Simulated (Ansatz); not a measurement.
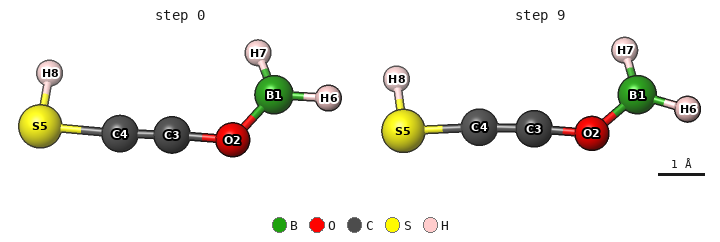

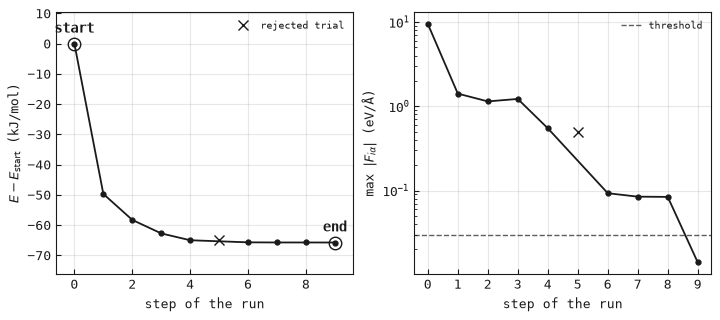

First and last geometry of a relaxation of C₂H₃BOS (coarse preliminary run), with the history of the run. Style: ball-and-stick. Shown at a tilt.

The start comes from a force field.

These are results of Ansatz 0.2.0, RKS PBE-D4/def2-SVP, not measurements. Set-up: force threshold 0.03 eV/Å; at most 200 steps.

Did the run converge, and what did it change?

Answer. It converged. H8 moves most after the best rigid fit: 0.32 Å. By element the largest moves are H 0.32 Å, C 0.18 Å, O 0.17 Å, S 0.14 Å, B 0.08 Å. Near-neighbour distances that change, for instance: C4–S5 1.810 → 1.693 Å, O2–C3 1.376 → 1.304 Å, C3–C4 1.157 → 1.227 Å, B1–O2 1.429 → 1.378 Å. Bond angles that change, for instance: H6–B1–H7 114.6° → 125.9°, O2–B1–H6 123.0° → 114.7°, B1–O2–C3 120.2° → 127.6°. After 8 accepted moves (9 points after the start) the energy has fallen by 65.7 kJ/mol. The largest force component goes from 9.5 to 0.014 eV/Å. The line search rejected the trial step at point 5 of the run. The run took of the order of 50 core-seconds on a shared host.
